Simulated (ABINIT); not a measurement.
**A GW chain in ABINIT: BaLiF3 (Pm-3m)**

Wanted: ground state, empty states, screening and self-energy for BaLiF3 (Pm-3m).

Program: ABINIT 10.8.3. Level of theory: LDA and many-body steps on it, plane waves. Results are calculated unless marked as measured.

### 1. The starting structure

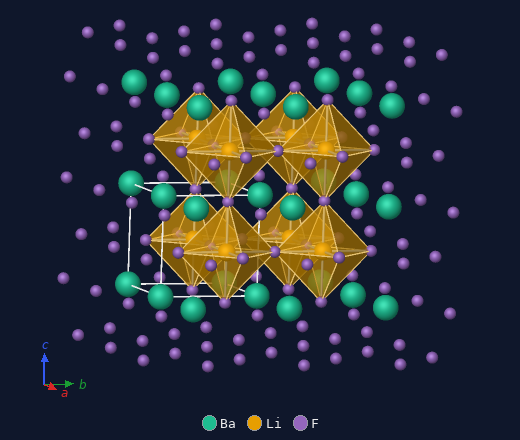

The starting structure, seen slightly off an axis (barium teal, lithium orange, fluorine purple). 2×2×2 cells are drawn. Some periodic images of atoms are drawn too.

The cell and positions are those that the Materials Project relaxed with its own functionals (PBE, PBE+U or r2SCAN), kept fixed. Spin-orbit coupling is left out unless a step names it.

### 2. Ground state

This step: ABINIT 10.8.3; DFT, LDA, plane waves, norm-conserving pseudopotentials.

The ground-state density comes first.

File run.abi:

```
acell 3*1.0 Angstrom
rprim 
  3.988581640000 0.000000000000 0.000000000000
  0.000000000000 3.988581640000 0.000000000000
  0.000000000000 0.000000000000 3.988581640000
ntypat 3
znucl 56 3 9
natom 5
typat 1 2 3 3 3
xred 
  0.000000000000 0.000000000000 0.000000000000
  0.500000000000 0.500000000000 0.500000000000
  0.000000000000 0.500000000000 0.500000000000
  0.500000000000 0.500000000000 0.000000000000
  0.500000000000 0.000000000000 0.500000000000
pp_dirpath "pseudos"
pseudos "Ba.upf, Li.upf, F.upf"
ecut 36
ngkpt 6 6 6
nshiftk 1
shiftk 0 0 0
kptopt 1
chksymbreak 0
nband 23
occopt 1
tolvrs 1e-10
nstep 60
prtwf 0
optforces 0
optstress 0
indata_prefix "in"
outdata_prefix "out"
tmpdata_prefix "tmp"
```

Launch:

```bash
$ OMP_NUM_THREADS=1 mpirun -n 4 abinit run.abi > log
```

Numbers of over 12 decimals in the logs are rounded to 6 here.

Output:

```text
.Version 10.8.3 of ABINIT. v10.8.2 released Aug 2026.

 Symmetries : space group Pm -3 m (#221); Bravais cP (primitive cubic)
================================================================================
 Values of the parameters that define the memory need of the present run
     intxc =       0    ionmov =       0      iscf =       7    lmnmax =       6
     lnmax =       6     mgfft =      45  mpssoang =       3    mqgrid =    3001
     natom =       5  nloc_mem =       1    nspden =       1   nspinor =       1
    nsppol =       1      nsym =      48    n1xccc =    2501    ntypat =       3
    occopt =       1   xclevel =       1
-    mband =          23        mffmem =           1         mkmem =           5
       mpw =        4452          nfft =       91125          nkpt =          20
================================================================================
  Rough estimation (10% accuracy) of disk space for files :
================================================================================

--------------------------------------------------------------------------------
------------- Echo of variables that govern the present computation ------------
--------------------------------------------------------------------------------
 -outvars: echo values of preprocessed input variables --------
            acell      1.8897261259E+00  1.8897261259E+00  1.8897261259E+00 Bohr

      chksymbreak           0
             ecut      3.60000000E+01 Hartree
-          fftalg         312

              ixc       -1012
              kpt      0.00000000E+00  0.00000000E+00  0.00000000E+00
                       1.66666667E-01  0.00000000E+00  0.00000000E+00
                       3.33333333E-01  0.00000000E+00  0.00000000E+00
                       5.00000000E-01  0.00000000E+00  0.00000000E+00
                       1.66666667E-01  1.66666667E-01  0.00000000E+00
                       3.33333333E-01  1.66666667E-01  0.00000000E+00
                       5.00000000E-01  1.66666667E-01  0.00000000E+00
                       3.33333333E-01  3.33333333E-01  0.00000000E+00
                       5.00000000E-01  3.33333333E-01  0.00000000E+00
   [... 9 further rows ...]
                       5.00000000E-01  5.00000000E-01  3.33333333E-01
                       5.00000000E-01  5.00000000E-01  5.00000000E-01
         kptrlatt        6    0    0      0    6    0      0    0    6
          kptrlen      4.52239616E+01
P           mkmem           5
            natom           5
            nband          23
            ngfft          45      45      45
             nkpt          20
            nstep          60
             nsym          48
           ntypat           3
              occ      2.000000  2.000000  2.000000  2.000000  2.000000  2.000000
                       2.000000  2.000000  2.000000  2.000000  2.000000  2.000000
                       2.000000  2.000000  2.000000  2.000000  2.000000  0.000000
                       0.000000  0.000000  0.000000  0.000000  0.000000
        optforces           0
        optstress           0
            prtwf           0
            rprim      3.9885816400E+00  0.0000000000E+00  0.0000000000E+00
[...]
spgroup         221

           tolvrs      1.00000000E-10

             xred      0.0000000000E+00  0.0000000000E+00  0.0000000000E+00
[...]
znucl       56.00000    3.00000    9.00000

================================================================================

 chkinp: Checking input parameters for consistency.

================================================================================
== DATASET  1 ==================================================================
-   mpi_nproc: 4, omp_nthreads: 1 (-1 if OMP is not activated)

--- !DatasetInfo
iteration_state: {dtset: 1, }
dimensions: {natom: 5, nkpt: 20, mband: 23, nsppol: 1, nspinor: 1, nspden: 1, mpw: 4452, }
cutoff_energies: {ecut:  36.0, pawecutdg:  -1.0, }
electrons: {nelect:   3.40000000E+01, charge:   0.00000000E+00, occopt:   1.00000000E+00, tsmear:   1.00000000E-02, }

 Real(R)+Recip(G) space primitive vectors, cartesian coordinates (Bohr,Bohr^-1):
 R(1)=  7.5373269  0.0000000  0.0000000  G(1)=  0.1326730  0.0000000  0.0000000
 R(2)=  0.0000000  7.5373269  0.0000000  G(2)=  0.0000000  0.1326730  0.0000000
 R(3)=  0.0000000  0.0000000  7.5373269  G(3)=  0.0000000  0.0000000  0.1326730
 Unit cell volume ucvol=  4.2820532E+02 bohr^3
 Angles (23,13,12)=  9.00000000E+01  9.00000000E+01  9.00000000E+01 degrees

 getcut: wavevector=  0.0000  0.0000  0.0000  ngfft=  45  45  45
         ecut(hartree)=     36.000   => boxcut(ratio)=   2.16132

--- Pseudopotential description ------------------------------------------------
- Ba Generated using ONCVPSP code by D. R. Hamann
- 56.00000  10.00000  180309                  znucl, zion, pspdat
12 -1012 2 -1 1912                            pspcod,pspxc,lmax,lloc,mmax
     nproj     2     2     2
  pspatm : epsatm=   25.95172157
         --- l  ekb(1:nproj) -->
[...]
pspatm: atomic psp has been read  and splines computed

- Li Generated using ONCVPSP code by D. R. Hamann
-  3.00000   3.00000  180309                  znucl, zion, pspdat
12 -1012 1 -1 1944                            pspcod,pspxc,lmax,lloc,mmax
     nproj     2     2     0
  pspatm : epsatm=    2.61415252
         --- l  ekb(1:nproj) -->
[...]
pspatm: atomic psp has been read  and splines computed

- F Generated using ONCVPSP code by D. R. Hamann
-  9.00000   7.00000  201202                  znucl, zion, pspdat
12 -1012 2 -1 824                             pspcod,pspxc,lmax,lloc,mmax
     nproj     2     2     1
  pspatm : epsatm=    4.94580260
         --- l  ekb(1:nproj) -->
[...]
2   -2.364936
 pspatm: atomic psp has been read  and splines computed

   1.47571158E+03                                ecore*ucvol(ha*bohr**3)
--------------------------------------------------------------------------------

_setup2: Arith. and geom. avg. npw (full set) are    4418.495    4418.462

================================================================================

--- !BeginCycle
iteration_state: {dtset: 1, }
solver: {iscf: 7, nstep: 60, nline: 4, wfoptalg: 0, }
tolerances: {tolvrs: 1.00E-10, }

     iter   Etot(hartree)      deltaE(h)  residm     vres2
 ETOT  1  -109.22402113057    -1.092E+02 1.272E-01 5.831E+02
 ETOT  2  -109.27786513155    -5.384E-02 9.620E-03 3.371E+02
 ETOT  3  -109.41104291568    -1.332E-01 3.054E-03 2.973E+01
 ETOT  4  -109.41667892324    -5.636E-03 8.824E-04 2.769E-01
 ETOT  5  -109.41674791017    -6.899E-05 3.959E-03 3.542E-03
 ETOT  6  -109.41674809765    -1.875E-07 4.415E-03 5.670E-05
 ETOT  7  -109.41674811758    -1.993E-08 1.093E-03 5.200E-07
 ETOT  8  -109.41674811763    -5.225E-11 2.871E-04 9.391E-09
 ETOT  9  -109.41674811764    -6.779E-12 4.859E-05 7.397E-10
 ETOT 10  -109.41674811763     9.152E-12 2.774E-05 4.723E-13

 At SCF step   10       vres2   =  4.72E-13 < tolvrs=  1.00E-10 =>converged.

--- !ResultsGS
iteration_state: {dtset: 1, }
comment   : Summary of ground state results
lattice_vectors:
- [  7.5373269,   0.0000000,   0.0000000, ]
- [  0.0000000,   7.5373269,   0.0000000, ]
- [  0.0000000,   0.0000000,   7.5373269, ]
lattice_lengths: [   7.53733,    7.53733,    7.53733, ]
lattice_angles: [ 90.000,  90.000,  90.000, ] # degrees, (23, 13, 12)
lattice_volume:   4.2820532E+02
convergence: {deltae:  9.152E-12, res2:  4.723E-13, residm:  2.774E-05, diffor:  0.000E+00, }
etotal    :  -1.09416748E+02
entropy   :   0.00000000E+00
fermie    :   6.57595701E-02
cartesian_stress_tensor: null
pressure_GPa: null
xred      :
- [  0.0000E+00,   0.0000E+00,   0.0000E+00, Ba]
- [  5.0000E-01,   5.0000E-01,   5.0000E-01, Li]
- [  0.0000E+00,   5.0000E-01,   5.0000E-01,  F]
- [  5.0000E-01,   5.0000E-01,   0.0000E+00,  F]
- [  5.0000E-01,   0.0000E+00,   5.0000E-01,  F]
cartesian_forces: null
force_length_stats: {min: null, max: null, mean: null, }

 Integrated electronic density in atomic spheres:
 ------------------------------------------------
 Atom  Sphere_radius  Integrated_density
[...]
================================================================================

 ----iterations are completed or convergence reached----

 Mean square residual over all n,k,spin=   14.396E-08; max=  27.745E-06
 reduced coordinates (array xred) for    5 atoms
       0.000000000000      0.000000000000      0.000000000000
       0.500000000000      0.500000000000      0.500000000000
       0.000000000000      0.500000000000      0.500000000000
       0.500000000000      0.500000000000      0.000000000000
       0.500000000000      0.000000000000      0.500000000000
 rms dE/dt=  0.0000E+00; max dE/dt=  0.0000E+00; dE/dt below (all hartree)
    1       0.000000000000      0.000000000000      0.000000000000
    2       0.000000000000      0.000000000000      0.000000000000
    3       0.000000000000      0.000000000000      0.000000000000
    4       0.000000000000      0.000000000000      0.000000000000
    5       0.000000000000      0.000000000000      0.000000000000

 cartesian coordinates (angstrom) at end:
    1      0.000000     0.000000     0.000000
    2      1.994291     1.994291     1.994291
    3      0.000000     1.994291     1.994291
    4      1.994291     1.994291     0.000000
    5      1.994291     0.000000     1.994291
 length scales=  1.889726125908  1.889726125908  1.889726125908 bohr
              =  1.000000000000  1.000000000000  1.000000000000 angstroms
 prteigrs : about to open file out_EIG
 Fermi (or HOMO) energy (hartree) =   0.06576   Average Vxc (hartree)=  -0.40083
 Eigenvalues (hartree) for nkpt=  20  k points:
 kpt#   1, nband= 23, wtk=  0.00463, kpt=  0.0000  0.0000  0.0000 (reduced coord)
  -1.38804   -0.79605   -0.63903   -0.62414   -0.62414   -0.24284   -0.24284   -0.24284
  -0.00421   -0.00421   -0.00421    0.03489    0.03489    0.03489    0.06576    0.06576
   0.06576    0.30648    0.30648    0.35625    0.42839    0.42839    0.42839
 prteigrs : prtvol=0 or 1, do not print more k-points.

--- !EnergyTerms
iteration_state     : {dtset: 1, }
comment             : Components of total free energy in Hartree
kinetic             :  6.01648665057852E+01
hartree             :  2.52569011033219E+01
xc                  : -2.46028405898496E+01
Ewald energy        : -7.97678121165285E+01
psp_core            :  3.44627101181395E+00
local_psp           : -8.47854453011076E+01
non_local_psp       : -9.12868873106591E+00
total_energy        : -1.09416748117631E+02
total_energy_eV     : -2.97738139480806E+03
band_energy         : -9.14774068357021E+00

== END DATASET(S) ==============================================================
================================================================================

 -outvars: echo values of variables after computation  --------
           etotal     -1.0941674812E+02
            nband          23
             nkpt          20
          spgroup         221
 [... the other variables as echoed above ...]

 Calculation completed.
```

Wall time 19 s (4 MPI ranks of Arm Neoverse V2, shared host); peak memory 0.33 GiB; 77 s of CPU time.

Numbers from this step:

```yaml
total_energy: -2977.3814 eV
gap: 6.550 eV
k_of_the_valence_top: 0, 0, 0
k_of_the_conduction_bottom: 0, 0, 0
least_direct_gap: 6.550 eV
```

The gap is direct, at Γ.

(Part 1 of 3 ends here.)

[Paths, hosts, dates, memory and timing lines, banners, echoed tables and standing remarks are left out of the program output.]

[Logs are printed without paths, hosts, clocks, repeated set-up lines and the standing remarks that a program may print on its own settings, such as how far it seeks lower states.]

[Runs of the session that timed out or met a known fault of the program may be left out.]

[Hosts, paths, dates, database ids (printed as entryN), source tags and the programs' standing remarks are cut or masked in the printed files.]

[G0W0 gaps are taken among the corrected bands and points alone; a level outside them can change the order at an edge.]

[Where Ansatz stands beside ABINIT at settings called matched, ABINIT's density can come from a denser mesh and the files from another edition; pairs whose starting gaps differed by over 0.03 eV were left out, so agreement reads better than it is.]
